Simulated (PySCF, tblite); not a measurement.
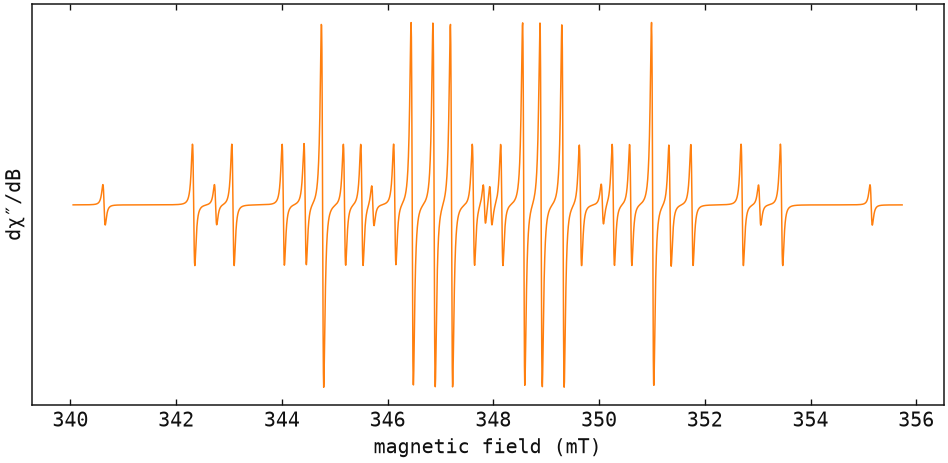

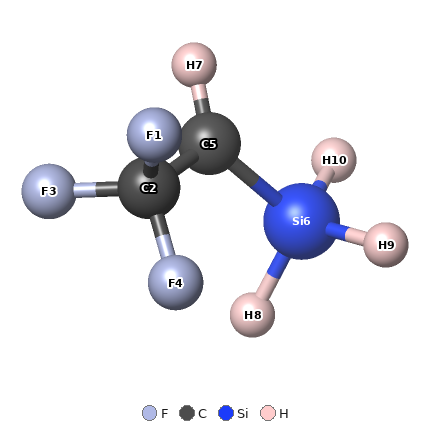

First-order isotropic EPR spectrum (fast tumbling, first derivative) of C₂H₄F₃Si, SMILES FC(F)(F)[CH][SiH3], doublet at 9.75 GHz, Lorentzian lines of 0.07 mT full width at half height, from computed g and hyperfine couplings (B3LYP/pcH-1 with PySCF 2.14.0, at a GFN2-xTB geometry (a minimum by its frequencies), gas phase); values of one conformer, averaged over methyl-type rotors alone; no vibrational averaging; dilute isotopes left out. The SMILES is one Lewis form and needn't show where the spin sits.

Which couplings does the calculation give? The spectrum shows the sizes of those above the line width, not their signs.

```csv
nuclei,isotope,a (mT),a (MHz)
"F1, F3, F4",¹⁹F,2.44,68.4
H7,¹H,−2.11,−59.2
"H8, H9, H10",¹H,1.69,47.4
```

What is the g value, and how wide is the spectrum?

g_iso = 2.0024, which centres the spectrum at 347.9 mT; it spans 14.5 mT.

Caveats: the tight-binding geometry is rougher than a DFT one and adds to the error.
